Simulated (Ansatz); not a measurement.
**C₃H₁₀BNSi: density, localisation and related maps**

```xyz
16

B    -0.7646   -1.0451   -0.6417
C    -0.0820    0.1281    0.1109
C     1.2839    0.3101   -0.0622
Si    2.4567   -0.6906   -1.1217
N    -0.8091    0.9642    0.9309
C    -2.2285    0.8529    1.2097
H    -0.0872   -1.7473   -1.3483
H    -1.9420   -1.2868   -0.5515
H     1.7563    1.1470    0.4835
H     2.1406   -0.6664   -2.5912
H     3.8145   -0.0660   -0.9529
H     2.5830   -2.1332   -0.7176
H    -0.3008    1.7041    1.4113
H    -2.8431    0.9551    0.2956
H    -2.4895   -0.1101    1.6880
H    -2.5111    1.6611    1.9015
```

All numbers below come from Ansatz 0.2.0, RKS PBE/6-31G*.

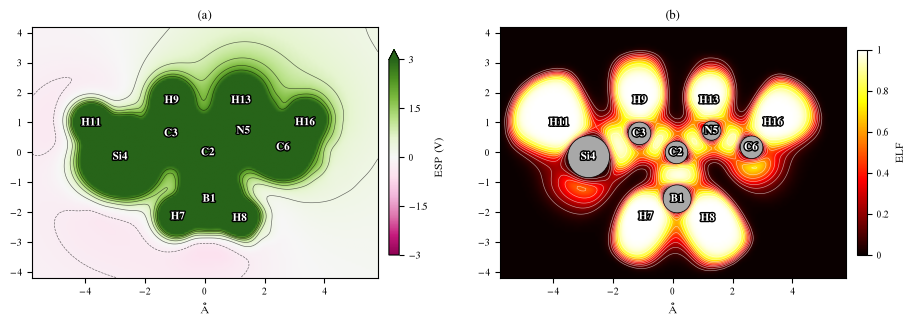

Figure 1. (a) electrostatic potential; (b) ELF on the plane of atoms C2, C3 and H9. Grey discs cover the atomic cores in the ELF map.

### Interpret the plot.

The section cuts through B, C, Si, N and H sites.
C–N (1.38 Å): the ELF peaks at about 0.90 between the atoms: a covalent bond.
C–C (1.39 Å): the ELF peaks at about 0.95 between the atoms; localised, covalent bonding.
C–B (1.55 Å): the ELF peaks at about 1 between the atoms; localised, covalent bonding.
C–Si (1.87 Å): the ELF peaks at about 0.95 between the atoms, as expected for a shared electron pair.
N–H (1.02 Å): the ELF climbs to about 1 towards the hydrogen, as it does in any bond to H (a covalent bond by its length).
Outside the dense part of the molecule the potential is most negative (−0.5 V) near H8.

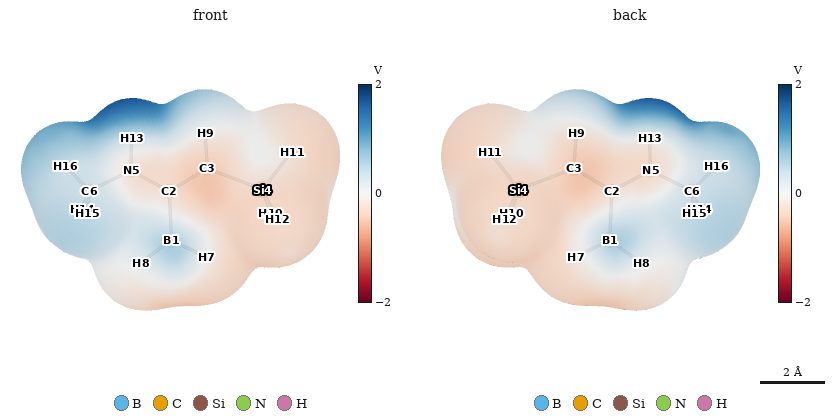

Figure 2. The molecular electrostatic potential painted on the density surface at 0.001 e/bohr³, seen from the front and from behind; red is negative and blue positive.

### Where is the surface potential most negative and most positive?

The most negative region (about −0.5 V) lies over the π face of C2 and C3, the most positive (about +1.7 V) over H13.

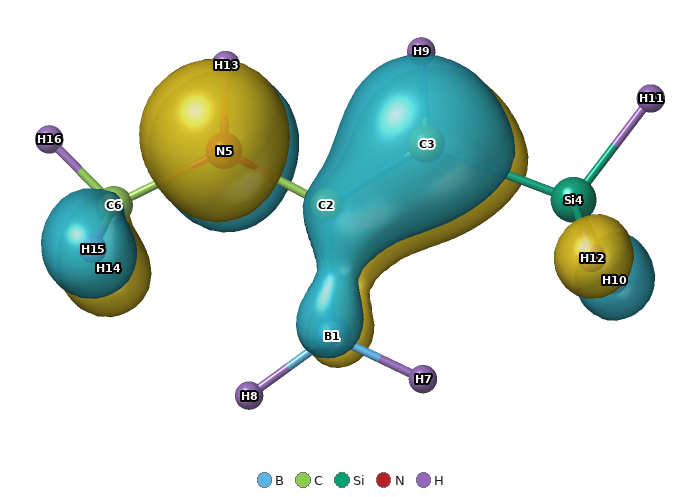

Figure 3. One frontier orbital at ±0.1 Å⁻³ᐟ² (yellow and cyan are the two phases), seen at an oblique angle.

### Which orbital is it: HOMO or LUMO?

The HOMO, at −4.74 eV. By Hirshfeld shares it lies mainly on N5 (about 35 %), C3 (about 25 %) and C2 (about 10 %).
